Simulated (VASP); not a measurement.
Given:

```
CELL_PARAMETERS angstrom
      5.63542    -1.59256     0.00282
      5.63542     1.59256     0.00282
     -1.90585     0.00000     6.92592
ATOMIC_POSITIONS crystal
  Mg 0.00496 0.00496 0.01041
  Mg 0.05353 0.05353 0.60305
  Mg 0.33084 0.33084 0.66689
  Cd 0.38822 0.38822 0.27817
  Cd 0.66718 0.66718 0.33448
  Cd 0.72194 0.72194 0.94034
```

The numbers are results of PBEsol GGA, VASP's PBE PAW potentials (set 64) (plane waves; VASP), not measurements. Run with 400 eV cut-off, 11×11×5 Γ-centred mesh, tetrahedra with Blöchl corrections, potentials Mg Cd.

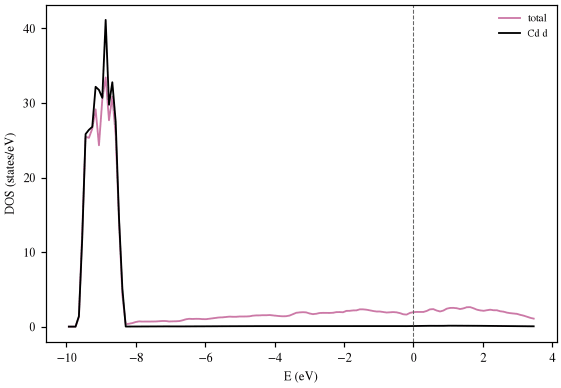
Total and projected density of states, zero at the Fermi level

Within 2 eV below the Fermi level the largest weight inside VASP's projection spheres is Cd p, then Cd s.

It has no gap at this level: it comes out as a metal or semimetal.

The structure comes from a computed database's MgCd entry (Cm); how it stands against other phases isn't given here. It was relaxed first.
